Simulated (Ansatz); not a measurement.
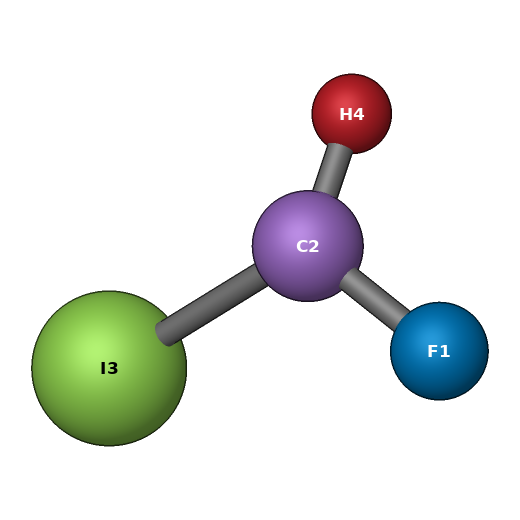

The questions are on Mulliken charges. State: neutral, doublet. Computed geometry: PBE0-D4/def2-TZVP optimisation. No frequency run is at hand to confirm it as a minimum. Method: UKS PBE0-D4/def2-TZVP, core potentials on I (Ansatz 0.2.0).

Q: Which atom carries the highest charge (most positive or least negative)?

A: H4 (0.15 e).

Q: And the lowest?

A: F1 (−0.14 e).

Give the Mulliken charges atom by atom.

```tsv
atom	value (e)
F1	−0.14
C2	−0.05
I3	0.04
H4	0.15
```

Mulliken values depend strongly on the basis set and can even reverse the polarity of a bond.
